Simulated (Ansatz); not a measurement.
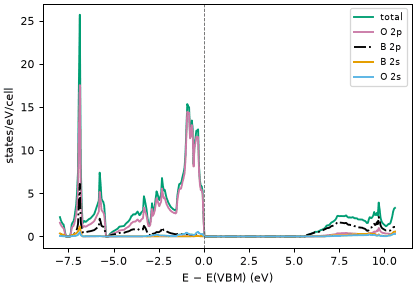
Figure. Total and projected density of states of B₂O₃ in space group P-62c (No. 190; O on 6h, B on 2d, B on 2b), plane-wave PAW r²SCAN+D4 (Ansatz code)

Question: Which orbitals carry the states next to the gap?

Answer: Top 1 eV of the valence band: O 2p 94 %. Bottom 1 eV of the conduction band: B 2p 91 %, O 2p 7 %. Projections are on Löwdin-orthogonalised atomic valence shells; empty p or d shells of many metals are not among them.

Question: Where is the tallest occupied peak in this window, and what makes it?

Answer: Near -6.9 eV, about 26 states/eV per cell; the largest projected share is O 2p.

The start of the workflow was typed in or built on a structure type; neither database checked (COD, Materials Project) lists it. COD files the formula under space group No. 144, 152. Whether it is the stable phase at ambient conditions was not checked. Symmetry was held in the r²SCAN+D4 relaxation; whether a distortion lowers the energy is not shown.

Potentials: the earlier of the program's two PAW sets. The files were generated under PBE; for other functionals the program regenerates the frozen cores, and for LDA and PBEsol the local potential too.
